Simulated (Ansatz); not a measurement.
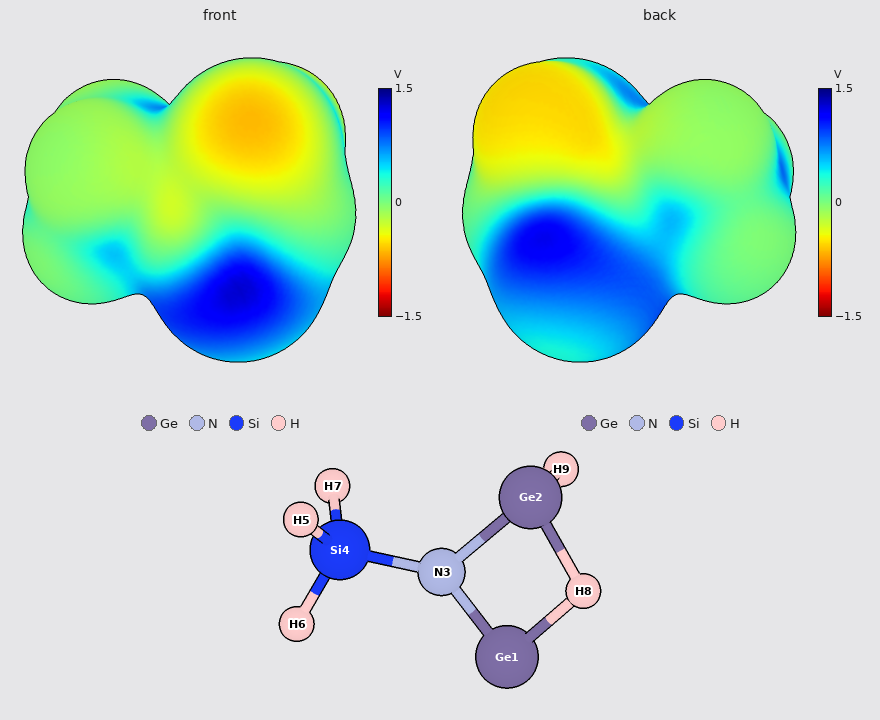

The picture shows: Ge$_{2}$H$_{5}$NSi. The molecular electrostatic potential painted on the density surface at 0.001 e/bohr³, seen from the front and from behind; red is negative and blue positive. The bare structure is drawn below in the same view.

Geometry: BLYP-D3(BJ)/def2-SVP.

Level of theory: Ansatz, isolated molecule in a Gaussian basis; Kohn-Sham density functional theory, functional PBE0.

```csv
atom,x (Å),y (Å),z (Å)
Ge,1.7558,-1.7627,0.0473
Ge,0.9521,0.9520,-0.3842
N,0.1605,-0.9230,-0.0047
Si,-1.5275,-1.4005,0.1095
H,-2.2261,-0.5783,1.1538
H,-1.6255,-2.8534,0.4798
H,-2.2243,-1.1826,-1.2032
H,2.4366,-0.0274,-0.1251
H,1.0516,0.7120,-1.9940
```

Q: Which sites attract a positive test charge, and which a negative one?

A: A positive charge is drawn to the negative regions and a negative charge to the positive ones. The most negative region (about −0.6 V, or −14 kcal/mol for a unit charge) lies over H8, the most positive (about +1.3 V, or +30 kcal/mol for a unit charge) over Ge1.
